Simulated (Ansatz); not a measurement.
```xyz
12

C    -0.5065    1.8556    0.4063
N    -0.4908    0.4158    0.5511
Ge    0.4256   -0.6307   -0.6354
N     0.3846   -2.2984    0.1216
H    -0.8289    2.3301    1.3383
H    -1.1542    2.2295   -0.3999
H     0.5065    2.2139    0.2020
H    -1.3945    0.0378    0.7968
H     1.8092    0.0481   -0.7720
H    -0.2065   -0.8042   -2.0387
H     0.9264   -2.3937    0.9687
H     0.6062   -3.0587   -0.5046
```

Geometry: PBE0-D4/def2-TZVP.

Computed with RKS PBE0-D4/def2-TZVPP (Ansatz).

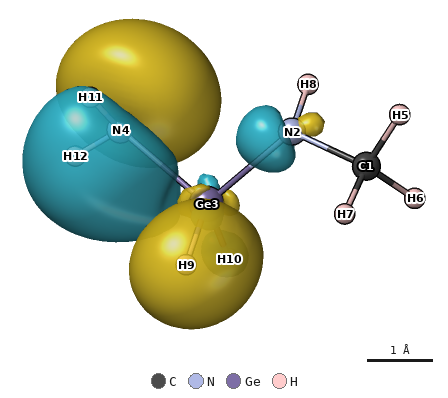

CH₈GeN₂ (SMILES C[NH][GeH2][NH2]). The HOMO−1 at ±0.08 Å⁻³ᐟ² (yellow and cyan are the two phases), seen at a tilt.

Question: Describe this orbital and give its energy.

Answer: Its weight (Hirshfeld) is mainly on N4 (about 65 %), Ge3 (about 10 %) and H9 (about 10 %). Its energy is −7.32 eV.
